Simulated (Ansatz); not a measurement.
A series of calculations on Cs26Pb28Cl81

**1. Relaxation**

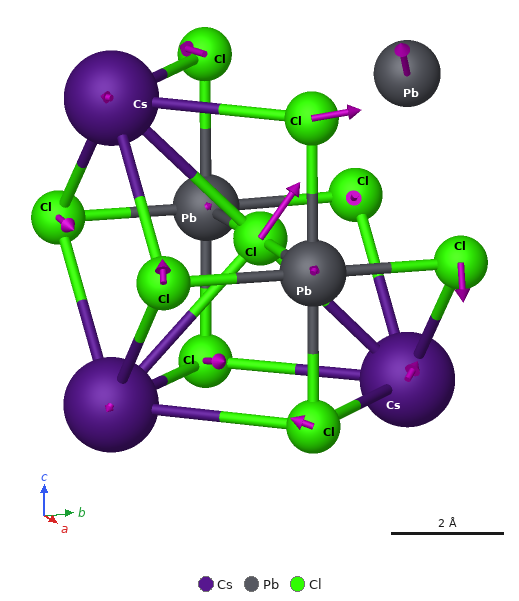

This is a relaxation of a defect cell of composition Cs26Pb28Cl81 (cell charge +1). The starting structure is drawn; purple arrows show the displacements, at their true length.

Style: ball-and-stick. Shown: the atoms within 4.2 Å of the atom that moves most (axes of the cell of the calculation (origin shifted)), slightly off an axis.

The calculation used Ansatz 0.2.0, DFT, PBEsol, PAW, plane waves. Settings: plane-wave cutoff 420 eV; k-point mesh 1 × 1 × 1; mesh shifted by (0.25, 0.25, 0.25); no spin polarisation; atoms relaxed in a fixed cell; force threshold 0.03 eV/Å; at most 80 steps.

### What did the optimiser do to the structure, and how much energy did it gain?

The largest move is that of a Cl atom, 1.25 Å roughly along [0 1 1]. Largest moves by element: Cl 1.25 Å, Pb 1.04 Å, Cs 0.55 Å. The lattice vectors keep their values. Among the contacts that change: Cl–Cs 4.008 → 5.407 Å, Cl–Pb 3.929 → 2.862 Å, Cl–Cs 3.970 → 5.000 Å, Cl–Pb 3.962 → 3.148 Å. New bonds form: Cl–Pb (3.93 → 2.86 Å). Bonds break: Cl–Cs (4.01 → 5.41 Å). Among the angles between lasting bonds that change: Pb–Cl–Pb 178.5° → 134.5°, Cs–Cl–Cs 179.0° → 148.9°, Cs–Cl–Pb 89.7° → 79.7°. Over 24 geometry steps the energy falls by 3.917 eV per cell of the calculation. Largest force component: 0.35 eV/Å at the start, 0.013 eV/Å at the end.

Limits of the set-up: the cell is charged, on a uniform background, and energies carry no finite-size correction.

**2. Relaxation**

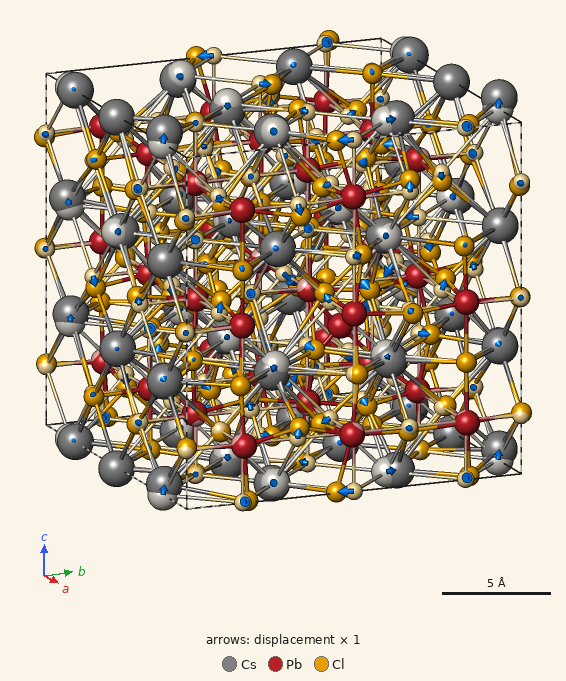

This is a relaxation of a defect cell of composition Cs₂₆Pb₂₈Cl₈₁. The starting structure is drawn faded, the final one solid; blue arrows show the displacements, at their true length.

A ball-and-stick model of the cell of the calculation (origin shifted), seen slightly off an axis.

Computed with Ansatz 0.2.0, DFT, PBEsol, PAW, plane waves. Set-up: plane-wave cutoff 420 eV; k-point mesh 1 × 1 × 1; mesh shifted by (0.25, 0.25, 0.25); collinear spin; atoms relaxed in a fixed cell; force threshold 0.03 eV/Å; at most 80 steps.

### Atoms of which element are displaced furthest, and by how much?

Chlorine: up to 1.01 Å, against 0.72 Å for caesium.

### What did the optimiser do to the structure, and how much energy did it gain?

The largest moves, 1.01 Å, are those of Cl atoms. Largest moves by element: Cl 1.01 Å, Cs 0.72 Å, Pb 0.16 Å. The cell stays as it was. Among the contacts that change: Cl–Cs 4.008 → 5.243 Å, Cl–Cs 3.959 → 5.130 Å, Cl–Cs 3.987 → 5.148 Å, Cl–Cs 3.942 → 5.027 Å. New bonds form: Cl–Pb (3.92 → 2.96 Å), Cl–Pb (3.96 → 2.97 Å), Cl–Pb (3.96 → 2.98 Å), Cl–Pb (3.99 → 2.99 Å). Bonds break: Cl–Cs (4.01 → 5.24 Å). Bond angles that change, for instance: Pb–Cl–Pb 178.5° → 142.4°, Pb–Cl–Pb 179.2° → 145.0°, Pb–Cl–Pb 179.4° → 147.4°. After 19 geometry steps the energy has fallen by 2.469 eV per cell of the calculation. The largest force component goes from 0.29 to 0.025 eV/Å. Cost: 2.2 min on 1 × NVIDIA H100 80GB HBM3 with 11 threads of AMD EPYC 7R13 Processor, peak memory 3 GiB.

**3. Defect**

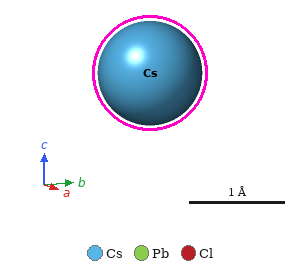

Perfect CsPbCl₃. A ball-and-stick model of the atoms within 3.3 Å of one point, seen slightly off an axis.

Method: Ansatz, DFT, PBEsol, PAW, plane waves. (plane-wave cutoff 420 eV; k-point mesh 1 × 1 × 1; mesh shifted by (0.25, 0.25, 0.25); collinear spin) Fermi-Dirac smearing of 0.01 eV. The axes drawn are those of the host's conventional cell.

A caesium atom is replaced by lead at the ringed place, in charge state 0. The supercell has 135 sites, and the atoms are relaxed at the host's cell.

### Predict the relaxed surroundings of the defect.

In the host the Cs atom has 12 Cl at 3.97 Å; the Pb atom ends with 4 Cl at 2.96 to 2.99 Å. Of the host's atoms, a chlorine atom moves furthest from its site, by 1.02 Å. The cell's net moment is 1.00 μB.

The relaxed defect, seen from the same direction:

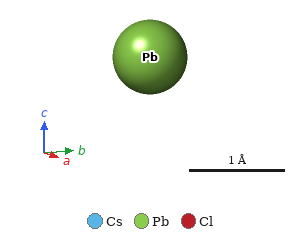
